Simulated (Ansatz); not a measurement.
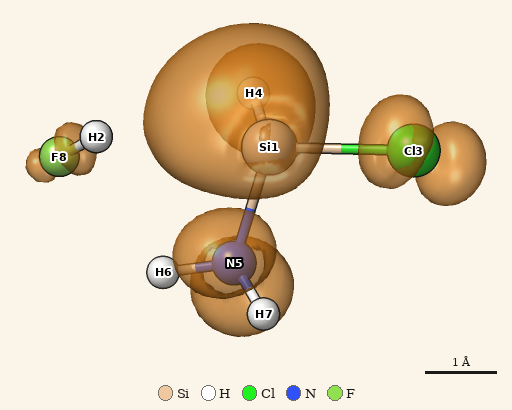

*ClH3NSi···HF (doublet). Isosurface of the spin density at +0.015 e/Å³ (orange), seen across its widest extent.*

Computed with UKS PBE-D4/def2-SVP (Ansatz).

```yaml
atoms:
  - { symbol: Si, position_ang: [0.3377, 0.1191, -0.2936] }
  - { symbol: H, position_ang: [0.0243, -0.4227, 2.2894] }
  - { symbol: Cl, position_ang: [1.5969, 0.0924, -1.9679] }
  - { symbol: H, position_ang: [-0.5235, 1.3617, -0.3573] }
  - { symbol: N, position_ang: [-0.6983, -1.2785, -0.4209] }
  - { symbol: H, position_ang: [-1.2908, -1.4529, 0.3998] }
  - { symbol: H, position_ang: [-0.2934, -2.1504, -0.7762] }
  - { symbol: F, position_ang: [-0.9033, -0.3982, 2.3997] }
```

### Describe the spin distribution.

The unpaired spin (1 electron) lies mostly on Si1 (about 0.6), N5 (about 0.2), H4 (about 0.1) and Cl3 (about 0.1), in electrons by Hirshfeld's partition.
